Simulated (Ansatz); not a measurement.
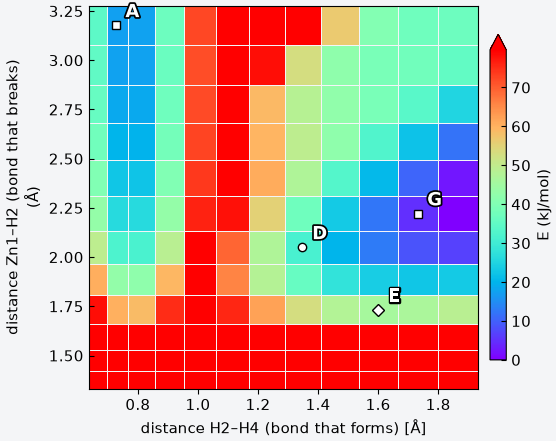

The reacting system H4OSZn (fragments H₄OSZn where the first distance is long, H₂OSZn + H₂ where the second is long). The first coordinate is: distance H2–H4 (bond that forms); the second: distance Zn1–H2 (bond that breaks). Relaxed at each point: all other coordinates. Grid: 12 × 12 points. Points are written as (first, second). Energies: kJ/mol, counted from the lowest grid point. Energies and slopes of some neighbouring points disagree (a jump in structure or state, or too coarse a mesh). The reference is spin-restricted, so regions where a bond is pulled apart into radicals lie too high. These are results of RKS B3LYP-D4/def2-SVP in Ansatz, not measurements.

Drawn: one coloured cell a grid point, one colour for all values above the top of the scale, lettered points.

Q: Rank the lettered points by energy, lowest first.

A: G (4.9 kJ/mol), A (17 kJ/mol), D (31 kJ/mol), E (46 kJ/mol).
